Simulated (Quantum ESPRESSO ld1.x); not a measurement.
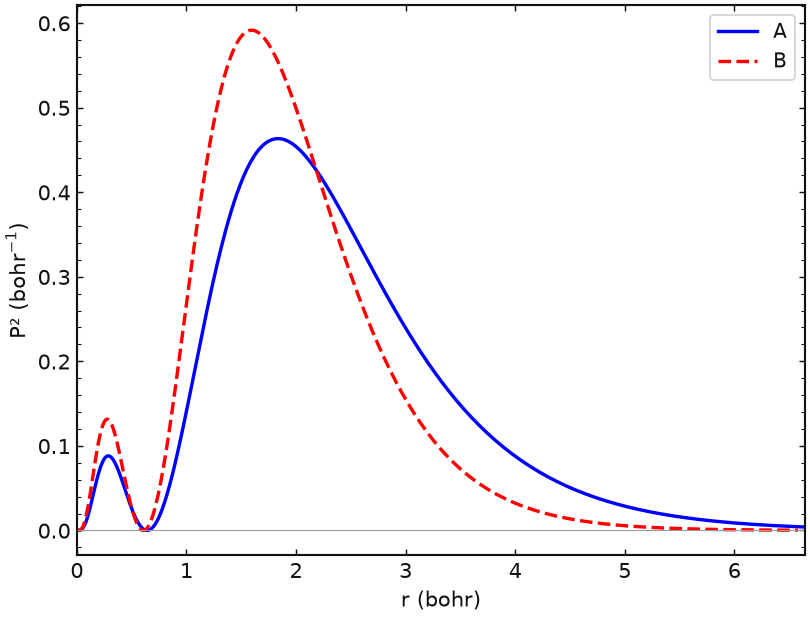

Two charge states of phosphorus were computed: P in [Ne] 3s2 3p3; P⁺ in [He] 2s2 2p5 3s2 3p3. Computed with Quantum ESPRESSO ld1.x 7.5: non-relativistic Kohn-Sham, PBE, spin-unpolarised, spherical densities, point nucleus.

The plot shows P² of the 3p orbital in both runs.

Question: Which curve belongs to which run?

Answer: A is P in [Ne] 3s2 3p3 (⟨r⟩ = 2.37 bohr, eigenvalue −5.52 eV); B is P⁺ in [He] 2s2 2p5 3s2 3p3 (⟨r⟩ = 1.94 bohr, eigenvalue −16.6 eV). Fewer electrons screen less, so the orbital shrinks.
